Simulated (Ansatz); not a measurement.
# Ti: energy and stress against strain

The task, for Ti: see how energy and stress answer to the strain pattern (1, 1, 0, 0, 0, 0).

Method: DFT r2SCAN, scalar-relativistic, plane waves, PAW, in Ansatz 0.2.0.

**1. The structure to begin with**

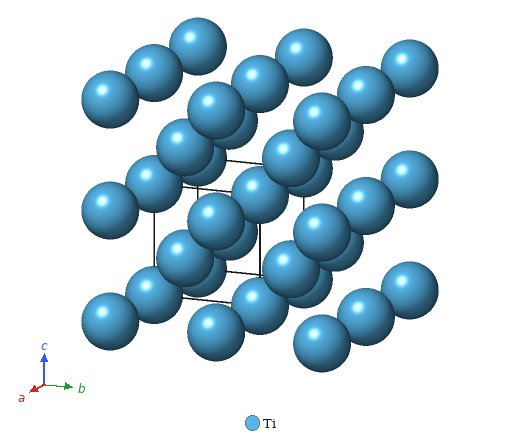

The starting structure, seen slightly off an axis (titanium blue). 2×2×2 cells are drawn. Atoms on the faces are drawn again on the opposite ones. The cell drawn here is the conventional one.

Coordinates:

```cif
data_structure
_symmetry_space_group_name_H-M 'P 1'
_symmetry_Int_Tables_number 1
_cell_length_a 2.8423
_cell_length_b 2.8423
_cell_length_c 2.8423
_cell_angle_alpha 109.471
_cell_angle_beta 109.471
_cell_angle_gamma 109.471
_cell_volume 17.68
loop_
_atom_site_label
_atom_site_type_symbol
_atom_site_fract_x
_atom_site_fract_y
_atom_site_fract_z
_atom_site_occupancy
Ti1 Ti 0.00000 0.00000 0.00000 1
```

The cell is taken as given, not relaxed at this level.

**2. The reference cell**

The reference gives a free energy of -2504.2417 eV, pressure -2.82 GPa, largest force 0.000 eV/Å and gap on the mesh none (metal). It was computed beforehand with the settings of the runs below.

**3. Next: energy and stress against strain**

The cell is strained by ε times the Voigt pattern (1, 1, 0, 0, 0, 0) (xx, yy, zz, yz, xz, xy; engineering shear), with fractional coordinates fixed (clamped ions). The stress on the pattern is the sum of the stress components weighted by it, tension positive.

**4. ε = -0.0600**

Input file input.yaml:

```yaml
crystal:
  lattice:
    - [-1.54254, 1.54254, 1.641]
    - [1.54254, -1.54254, 1.641]
    - [1.54254, 1.54254, -1.641]
  atoms:
    - { symbol: Ti, position: [0.0, 0.0, 0.0] }
basis:
  ecutwfc: 500
kpoints:
  mp_grid: { grid: [20, 20, 20] }
hamiltonian:
  xc: r2scan
scf:
  occupations: { method: gaussian, width: 0.15 }
output:
  forces: true
  stress: true
  eigenvalues: true
```

The run is started by

```
> ansatz run input.yaml --threads 1 --pin off --max-ram 2560MiB --backend cpu --events-out ev --progress --plain --runs-dir out
```

Output, cut to the lines that bear on the results:

```text
Warning: RAYON_NUM_THREADS=1 ignored (pool sized by the plan → 1); use --threads N
[...]
Pseudopotentials: kind: paw
Pseudopotential: Ti, paw, valence charge 12, recommended cutoff 500 eV (meta_gga), Ti.paw.azcp
Functional definition: r2SCAN
[...]
Crystal: 1 atoms, lattice volume = 15.619 Å³
Basis set: ecut = 500 eV, 385 PW (Γ), exchange–correlation on 80×80×80 points (64 copies of the dense FFT grid, shifted against one another)
Bands: 10, of which v1, the nominal top of the filled ones, is band 6 counted from 1 (5 counted from 0)
Symmetry: 16 space group operations
Space group: I4/mmm (ITA 139), of the structure as read, at distance tolerance 2.5e-5 Å
k-points: 641 of 8000
[...]
SCF iter   1: F=—  HF=-2504.154627 eV  |F-HF|=—  |Δ(HF+E_count)|=         —  Δρ=1.36e-2  dr2=2.28e-2  dr2_τ=1.08e-2  ethr=1.77e-3  ⟨swp⟩=4.6  Hψ=34535  notcnv=0
[...]
SCF iter   6: F=-2504.190597 eV  HF=-2504.190597 eV  |F-HF|=2.27e-9  |Δ(HF+E_count)|=   2.31e-7  Δρ=4.71e-6  dr2=1.30e-9  dr2_τ=9.32e-11  ethr=8.33e-10  ⟨swp⟩=5.1  Hψ=28170  notcnv=0
[...]
SCF converged after 6 iterations
Free energy (F): -2504.190597 eV
[...]
E sigma→0 (E₀):  -2504.179761 eV
Entropy (-TS):   -0.021673 eV (-21.673 meV/atom)
Fermi energy:    14.884488 eV
[...]
--- Forces (eV/Å), atoms counted from 1 ---
  atom   1  Ti     0.00000000    -0.00000000     0.00000000
[...]
--- Stress (GPa, compression-positive) ---
       12.273815       0.000000      -0.000000
        0.000000      12.273815       0.000000
        0.000000       0.000000      13.694994
  P = ⅓ Tr σ = 12.7475 GPa (127.475 kbar)
--- Band table (eV; the first three rows and the last of 641) ---
  k-point 0: bands = ["-43.8386", "-18.4889", "-18.4889", "-18.4875", "8.3164", "15.9541", "15.9541", "16.4818", "17.7907", "18.4059"]
[...]
```

Run time: 7.6 s. Hardware: 1 thread of Intel Xeon Platinum 8488C (Sapphire Rapids), shared host; peak memory 0.48 GiB.

**5. At ε = 0.0450**

input.yaml, as its differences from that of step 4:

```diff
@@ -2,5 +2,5 @@
   lattice:
-    - [-1.54254, 1.54254, 1.641]
-    - [1.54254, -1.54254, 1.641]
-    - [1.54254, 1.54254, -1.641]
+    - [-1.714845, 1.714845, 1.641]
+    - [1.714845, -1.714845, 1.641]
+    - [1.714845, 1.714845, -1.641]
   atoms:
```

The run is started by

```
> ansatz run input.yaml --threads 1 --pin off --max-ram 2560MiB --backend cpu --events-out ev --progress --plain --runs-dir out
```

Output, cut to the lines that bear on the results:

```text
Warning: RAYON_NUM_THREADS=1 ignored (pool sized by the plan → 1); use --threads N
[...]
[... 3 set-up lines as earlier in the session ...]
[...]
Crystal: 1 atoms, lattice volume = 19.303 Å³
Basis set: ecut = 500 eV, 505 PW (Γ), exchange–correlation on 96×96×96 points (64 copies of the dense FFT grid, shifted against one another)
Bands: 10, of which v1, the nominal top of the filled ones, is band 6 counted from 1 (5 counted from 0)
[... 1 set-up line as earlier in the session ...]
Space group: I4/mmm (ITA 139), of the structure as read, at distance tolerance 2.7e-5 Å
k-points: 641 of 8000
[...]
SCF iter   1: F=—  HF=-2504.167034 eV  |F-HF|=—  |Δ(HF+E_count)|=         —  Δρ=1.59e-2  dr2=4.69e-2  dr2_τ=5.12e-3  ethr=1.77e-3  ⟨swp⟩=4.5  Hψ=35025  notcnv=0
[...]
SCF iter   6: F=-2504.175137 eV  HF=-2504.175137 eV  |F-HF|=1.56e-10  |Δ(HF+E_count)|=   8.12e-7  Δρ=6.39e-6  dr2=5.33e-9  dr2_τ=4.40e-10  ethr=8.33e-10  ⟨swp⟩=5.3  Hψ=28519  notcnv=0
[...]
SCF converged after 6 iterations
Free energy (F): -2504.175137 eV
[...]
E sigma→0 (E₀):  -2504.160716 eV
Entropy (-TS):   -0.028843 eV (-28.843 meV/atom)
Fermi energy:    11.562592 eV
[...]
--- Forces (eV/Å), atoms counted from 1 ---
  atom   1  Ti     0.00000000     0.00000000    -0.00000000
[...]
--- Stress (GPa, compression-positive) ---
       -9.791112      -0.000000      -0.000000
       -0.000000      -9.791112       0.000000
       -0.000000       0.000000     -11.725781
  P = ⅓ Tr σ = -10.4360 GPa (-104.360 kbar)
--- Band table (eV; the first three rows and the last of 641) ---
  k-point 0: bands = ["-47.6262", "-22.5199", "-22.5142", "-22.5142", "5.4275", "12.3730", "12.6940", "12.6940", "13.9413", "14.3086"]
[...]
```

It took 13 s on 1 thread of Intel Xeon Platinum 8488C (Sapphire Rapids), shared host; peak memory 0.53 GiB.

**6. At ε = -0.0300**

input.yaml, as its differences from that of step 5:

```diff
@@ -2,5 +2,5 @@
   lattice:
-    - [-1.714845, 1.714845, 1.641]
-    - [1.714845, -1.714845, 1.641]
-    - [1.714845, 1.714845, -1.641]
+    - [-1.59177, 1.59177, 1.641]
+    - [1.59177, -1.59177, 1.641]
+    - [1.59177, 1.59177, -1.641]
   atoms:
```

The run is started by

```
> ansatz run input.yaml --threads 1 --pin off --max-ram 2560MiB --backend cpu --events-out ev --progress --plain --runs-dir out
```

Output, cut to the lines that bear on the results:

```text
Warning: RAYON_NUM_THREADS=1 ignored (pool sized by the plan → 1); use --threads N
[...]
[... 3 set-up lines as earlier in the session ...]
[...]
Crystal: 1 atoms, lattice volume = 16.631 Å³
Basis set: ecut = 500 eV, 421 PW (Γ), exchange–correlation on 96×96×96 points (64 copies of the dense FFT grid, shifted against one another)
Bands: 10, of which v1, the nominal top of the filled ones, is band 6 counted from 1 (5 counted from 0)
[... 1 set-up line as earlier in the session ...]
Space group: I4/mmm (ITA 139), of the structure as read, at distance tolerance 2.6e-5 Å
k-points: 641 of 8000
[...]
SCF iter   1: F=—  HF=-2504.213469 eV  |F-HF|=—  |Δ(HF+E_count)|=         —  Δρ=1.42e-2  dr2=2.78e-2  dr2_τ=8.01e-3  ethr=1.77e-3  ⟨swp⟩=4.6  Hψ=34770  notcnv=0
[...]
SCF iter   6: F=-2504.239813 eV  HF=-2504.239813 eV  |F-HF|=1.16e-9  |Δ(HF+E_count)|=   4.62e-7  Δρ=3.70e-6  dr2=7.30e-10  dr2_τ=9.22e-11  ethr=8.33e-10  ⟨swp⟩=5.2  Hψ=28227  notcnv=0
[...]
SCF converged after 6 iterations
Free energy (F): -2504.239813 eV
[...]
E sigma→0 (E₀):  -2504.228001 eV
Entropy (-TS):   -0.023625 eV (-23.625 meV/atom)
Fermi energy:    13.824947 eV
[...]
--- Forces (eV/Å), atoms counted from 1 ---
  atom   1  Ti    -0.00000000     0.00000000     0.00000000
[...]
--- Stress (GPa, compression-positive) ---
        3.717114       0.000000       0.000000
        0.000000       3.717114       0.000000
        0.000000       0.000000       4.726686
  P = ⅓ Tr σ = 4.0536 GPa (40.536 kbar)
--- Band table (eV; the first three rows and the last of 641) ---
  k-point 0: bands = ["-45.0142", "-19.7555", "-19.7555", "-19.7537", "7.3722", "14.9250", "14.9250", "15.1737", "16.7274", "17.0161"]
[...]
```

Run time: 11 s. Hardware: 1 thread of Intel Xeon Platinum 8488C (Sapphire Rapids), shared host; peak memory 0.51 GiB.

**7. At ε = 0.0150**

input.yaml, as its differences from that of step 6:

```diff
@@ -2,5 +2,5 @@
   lattice:
-    - [-1.59177, 1.59177, 1.641]
-    - [1.59177, -1.59177, 1.641]
-    - [1.59177, 1.59177, -1.641]
+    - [-1.665615, 1.665615, 1.641]
+    - [1.665615, -1.665615, 1.641]
+    - [1.665615, 1.665615, -1.641]
   atoms:
```

The run is started by

```
> ansatz run input.yaml --threads 1 --pin off --max-ram 2560MiB --backend cpu --events-out ev --progress --plain --runs-dir out
```

Output, cut to the lines that bear on the results:

```text
Warning: RAYON_NUM_THREADS=1 ignored (pool sized by the plan → 1); use --threads N
[...]
[... 3 set-up lines as earlier in the session ...]
[...]
Crystal: 1 atoms, lattice volume = 18.210 Å³
Basis set: ecut = 500 eV, 457 PW (Γ), exchange–correlation on 96×96×96 points (64 copies of the dense FFT grid, shifted against one another)
Bands: 10, of which v1, the nominal top of the filled ones, is band 6 counted from 1 (5 counted from 0)
[... 2 set-up lines as earlier in the session ...]
k-points: 641 of 8000
[...]
SCF iter   1: F=—  HF=-2504.212728 eV  |F-HF|=—  |Δ(HF+E_count)|=         —  Δρ=1.49e-2  dr2=3.67e-2  dr2_τ=5.68e-3  ethr=1.77e-3  ⟨swp⟩=4.5  Hψ=34963  notcnv=0
[...]
SCF iter   6: F=-2504.227767 eV  HF=-2504.227767 eV  |F-HF|=2.35e-9  |Δ(HF+E_count)|=   7.46e-7  Δρ=5.03e-6  dr2=2.42e-9  dr2_τ=1.98e-10  ethr=8.33e-10  ⟨swp⟩=5.3  Hψ=28395  notcnv=0
[...]
SCF converged after 6 iterations
Free energy (F): -2504.227767 eV
[...]
E sigma→0 (E₀):  -2504.214248 eV
Entropy (-TS):   -0.027039 eV (-27.039 meV/atom)
Fermi energy:    12.409380 eV
[...]
--- Forces (eV/Å), atoms counted from 1 ---
  atom   1  Ti    -0.00000000    -0.00000000     0.00000000
[...]
--- Stress (GPa, compression-positive) ---
       -5.464312       0.000000      -0.000000
        0.000000      -5.464312       0.000000
        0.000000      -0.000000      -6.108085
  P = ⅓ Tr σ = -5.6789 GPa (-56.789 kbar)
--- Band table (eV; the first three rows and the last of 641) ---
  k-point 0: bands = ["-46.6350", "-21.4769", "-21.4753", "-21.4753", "6.1426", "13.4199", "13.5336", "13.5336", "15.1057", "15.2367"]
[...]
```

It took 12 s on 1 thread of Intel Xeon Platinum 8488C (Sapphire Rapids), shared host; peak memory 0.52 GiB.

**8. Point ε = 0.0600**

input.yaml, as its differences from that of step 7:

```diff
@@ -2,5 +2,5 @@
   lattice:
-    - [-1.665615, 1.665615, 1.641]
-    - [1.665615, -1.665615, 1.641]
-    - [1.665615, 1.665615, -1.641]
+    - [-1.73946, 1.73946, 1.641]
+    - [1.73946, -1.73946, 1.641]
+    - [1.73946, 1.73946, -1.641]
   atoms:
```

The run is started by

```
> ansatz run input.yaml --threads 1 --pin off --max-ram 2560MiB --backend cpu --events-out ev --progress --plain --runs-dir out
```

Output, cut to the lines that bear on the results:

```text
[...]
SCF converged after 6 iterations
Free energy (F): -2504.137689 eV
[...]
E sigma→0 (E₀):  -2504.123152 eV
Entropy (-TS):   -0.029074 eV (-29.074 meV/atom)
Fermi energy:    11.163731 eV
[...]
--- Forces (eV/Å), atoms counted from 1 ---
  atom   1  Ti    -0.00000000     0.00000000     0.00000000
[...]
--- Stress (GPa, compression-positive) ---
      -11.685548      -0.000000       0.000000
       -0.000000     -11.685548       0.000000
        0.000000       0.000000     -13.858157
  P = ⅓ Tr σ = -12.4098 GPa (-124.098 kbar)
--- Band table (eV; the first three rows and the last of 641) ---
  k-point 0: bands = ["-48.0939", "-23.0088", "-23.0021", "-23.0021", "5.0971", "11.8845", "12.2987", "12.2987", "13.3936", "13.8649"]
[...]
```

Run time: 13 s. Hardware: 1 thread of Intel Xeon Platinum 8488C (Sapphire Rapids), shared host; peak memory 0.53 GiB.

**9. ε = -0.0450**

input.yaml, as its differences from that of step 8:

```diff
@@ -2,5 +2,5 @@
   lattice:
-    - [-1.73946, 1.73946, 1.641]
-    - [1.73946, -1.73946, 1.641]
-    - [1.73946, 1.73946, -1.641]
+    - [-1.567155, 1.567155, 1.641]
+    - [1.567155, -1.567155, 1.641]
+    - [1.567155, 1.567155, -1.641]
   atoms:
@@ -19 +19,5 @@
   eigenvalues: true
+  write_density: true
+  write_potential: true
+  elf: true
+  volumetric_format: npy
```

The run is started by

```
> ansatz run input.yaml --threads 1 --pin off --max-ram 2560MiB --backend cpu --events-out ev --progress --plain --runs-dir out
```

Output, cut to the lines that bear on the results:

```text
[...]
SCF converged after 6 iterations
Free energy (F): -2504.221772 eV
[...]
E sigma→0 (E₀):  -2504.210543 eV
Entropy (-TS):   -0.022458 eV (-22.458 meV/atom)
Fermi energy:    14.342180 eV
[...]
--- Forces (eV/Å), atoms counted from 1 ---
  atom   1  Ti    -0.00000000     0.00000000     0.00000000
[...]
--- Stress (GPa, compression-positive) ---
        7.713729       0.000000       0.000000
        0.000000       7.713729       0.000000
        0.000000       0.000000       9.009878
  P = ⅓ Tr σ = 8.1458 GPa (81.458 kbar)
--- Band table (eV; the first three rows and the last of 641) ---
  k-point 0: bands = ["-44.4363", "-19.1350", "-19.1350", "-19.1332", "7.8305", "15.4286", "15.4286", "15.8127", "17.2519", "17.6989"]
[...]
```

Run time: 15 s. Hardware: 1 thread of Intel Xeon Platinum 8488C (Sapphire Rapids), shared host; peak memory 0.49 GiB.

Axes a, b and c in the maps are those of this run's conventional cell (a, b, c = 3.134, 3.134, 3.282 Å).

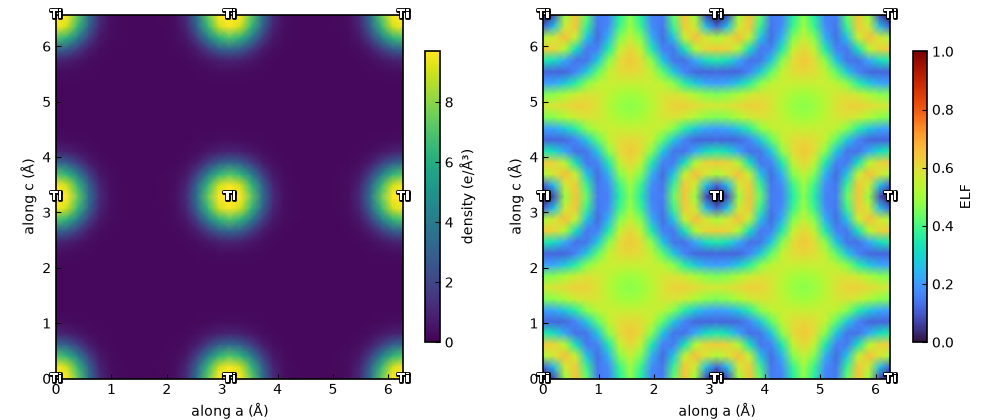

Density (left) and ELF (right) in a lattice plane of the grid's cell (edges 3.13 and 3.28 Å, at 0.000 of the third edge), which holds Ti. Only atoms in the plane are labelled. Both are smooth fields of the valence electrons: close to the nuclei they are not physical.

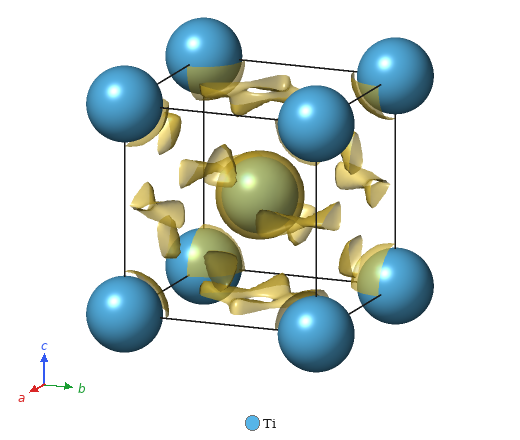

Surface of ELF = 0.58, drawn in one cell.

The highest ELF values outside the cores: 0.64 between the atoms, 1.8 Å from Ti.

**10. ε = 0.0300**

Input file input.yaml:

```yaml
crystal:
  lattice:
    - [-1.69023, 1.69023, 1.641]
    - [1.69023, -1.69023, 1.641]
    - [1.69023, 1.69023, -1.641]
  atoms:
    - { symbol: Ti, position: [0.0, 0.0, 0.0] }
basis:
  ecutwfc: 500
kpoints:
  mp_grid: { grid: [20, 20, 20] }
hamiltonian:
  xc: r2scan
scf:
  occupations: { method: gaussian, width: 0.15 }
output:
  forces: true
  stress: true
  eigenvalues: true
```

The run is started by

```
> ansatz run input.yaml --threads 1 --pin off --max-ram 2560MiB --backend cpu --events-out ev --progress --plain --runs-dir out
```

Output, cut to the lines that bear on the results:

```text
[...]
SCF converged after 6 iterations
Free energy (F): -2504.205312 eV
[...]
E sigma→0 (E₀):  -2504.191214 eV
Entropy (-TS):   -0.028196 eV (-28.196 meV/atom)
Fermi energy:    11.977334 eV
[...]
--- Forces (eV/Å), atoms counted from 1 ---
  atom   1  Ti    -0.00000000    -0.00000000    -0.00000000
[...]
--- Stress (GPa, compression-positive) ---
       -7.749715      -0.000000       0.000000
       -0.000000      -7.749715      -0.000000
        0.000000       0.000000      -9.108569
  P = ⅓ Tr σ = -8.2027 GPa (-82.027 kbar)
--- Band table (eV; the first three rows and the last of 641) ---
  k-point 0: bands = ["-47.1396", "-22.0089", "-22.0051", "-22.0051", "5.7756", "12.8849", "13.1056", "13.1056", "14.5125", "14.7662"]
[...]
```

Run time: 12 s. Hardware: 1 thread of Intel Xeon Platinum 8488C (Sapphire Rapids), shared host; peak memory 0.53 GiB.

**11. ε = -0.0150**

input.yaml, as its differences from that of step 10:

```diff
@@ -2,5 +2,5 @@
   lattice:
-    - [-1.69023, 1.69023, 1.641]
-    - [1.69023, -1.69023, 1.641]
-    - [1.69023, 1.69023, -1.641]
+    - [-1.616385, 1.616385, 1.641]
+    - [1.616385, -1.616385, 1.641]
+    - [1.616385, 1.616385, -1.641]
   atoms:
```

The run is started by

```
> ansatz run input.yaml --threads 1 --pin off --max-ram 2560MiB --backend cpu --events-out ev --progress --plain --runs-dir out
```

Output, cut to the lines that bear on the results:

```text
[...]
SCF converged after 6 iterations
Free energy (F): -2504.246065 eV
[...]
E sigma→0 (E₀):  -2504.233687 eV
Entropy (-TS):   -0.024755 eV (-24.755 meV/atom)
Fermi energy:    13.331471 eV
[...]
--- Forces (eV/Å), atoms counted from 1 ---
  atom   1  Ti     0.00000000     0.00000000     0.00000000
[...]
--- Stress (GPa, compression-positive) ---
        0.233002      -0.000000      -0.000000
       -0.000000       0.233002       0.000000
       -0.000000       0.000000       0.782398
  P = ⅓ Tr σ = 0.4161 GPa (4.161 kbar)
--- Band table (eV; the first three rows and the last of 641) ---
  k-point 0: bands = ["-45.5731", "-20.3518", "-20.3518", "-20.3507", "6.9393", "14.4421", "14.4421", "14.5628", "16.2168", "16.3565"]
[...]
```

Wall time 12 s (1 thread of Intel Xeon Platinum 8488C (Sapphire Rapids), shared host); peak memory 0.52 GiB.

**12. Point ε = 0.0525**

input.yaml, as its differences from that of step 11:

```diff
@@ -2,5 +2,5 @@
   lattice:
-    - [-1.616385, 1.616385, 1.641]
-    - [1.616385, -1.616385, 1.641]
-    - [1.616385, 1.616385, -1.641]
+    - [-1.7271525, 1.7271525, 1.641]
+    - [1.7271525, -1.7271525, 1.641]
+    - [1.7271525, 1.7271525, -1.641]
   atoms:
```

The run is started by

```
> ansatz run input.yaml --threads 1 --pin off --max-ram 2560MiB --backend cpu --events-out ev --progress --plain --runs-dir out
```

Output, cut to the lines that bear on the results:

```text
[...]
SCF converged after 6 iterations
Free energy (F): -2504.157304 eV
[...]
E sigma→0 (E₀):  -2504.142810 eV
Entropy (-TS):   -0.028989 eV (-28.989 meV/atom)
Fermi energy:    11.361250 eV
[...]
--- Forces (eV/Å), atoms counted from 1 ---
  atom   1  Ti     0.00000000     0.00000000     0.00000000
[...]
--- Stress (GPa, compression-positive) ---
      -10.754006      -0.000000      -0.000000
       -0.000000     -10.754006       0.000000
       -0.000000       0.000000     -12.854673
  P = ⅓ Tr σ = -11.4542 GPa (-114.542 kbar)
--- Band table (eV; the first three rows and the last of 641) ---
  k-point 0: bands = ["-47.8624", "-22.7671", "-22.7608", "-22.7608", "5.2602", "12.1259", "12.4944", "12.4944", "13.6645", "14.0850"]
[...]
```

It took 13 s on 1 thread of Intel Xeon Platinum 8488C (Sapphire Rapids), shared host; peak memory 0.53 GiB.

**13. Results of the scan**

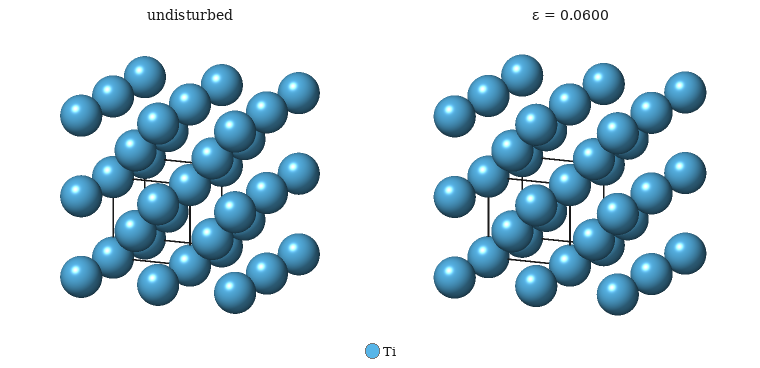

The undisturbed cell and the costliest point of the scan, at one scale, with neighbouring cells.

The scan, with free energies counted from the undisturbed cell:

| ε | ΔE (meV/atom) | stress on the pattern (GPa) | pressure (GPa) |
| --- | --- | --- | --- |
| -0.0600 | 51.1 | -24.55 | 12.7 |
| -0.0450 | 19.9 | -15.43 | 8.1 |
| -0.0300 | 1.9 | -7.43 | 4.1 |
| -0.0150 | -4.4 | -0.47 | 0.4 |
| 0.0000 | 0.0 | 5.64 | -2.8 |
| 0.0150 | 13.9 | 10.93 | -5.7 |
| 0.0300 | 36.4 | 15.50 | -8.2 |
| 0.0450 | 66.6 | 19.58 | -10.4 |
| 0.0525 | 84.4 | 21.51 | -11.5 |
| 0.0600 | 104.0 | 23.37 | -12.4 |

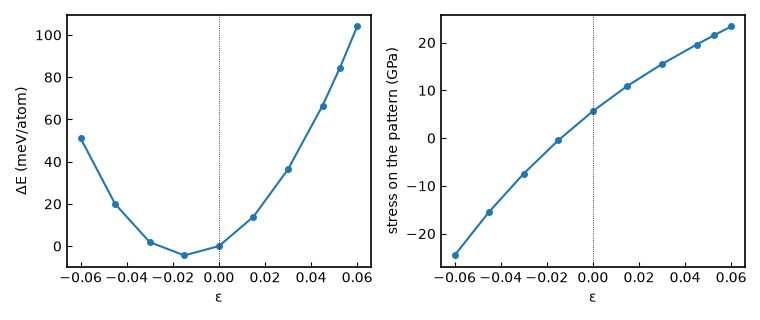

ΔE and stress on the pattern along the scan.

**14. Results**

| quantity | value |
| --- | --- |
| slope of the stress at ε = 0, over ±0.0150 | 380 GPa |

**Reading.** The slope of the stress at zero strain, 380 GPa, estimates C11 + C22 + 2 C12 with clamped ions in this Cartesian frame. The reference stands under -2.8 GPa, so this is no zero-stress constant. The energy drops below the reference, by 4.4 meV/atom at ε = -0.0150; the cell was taken as given and not relaxed at this level.
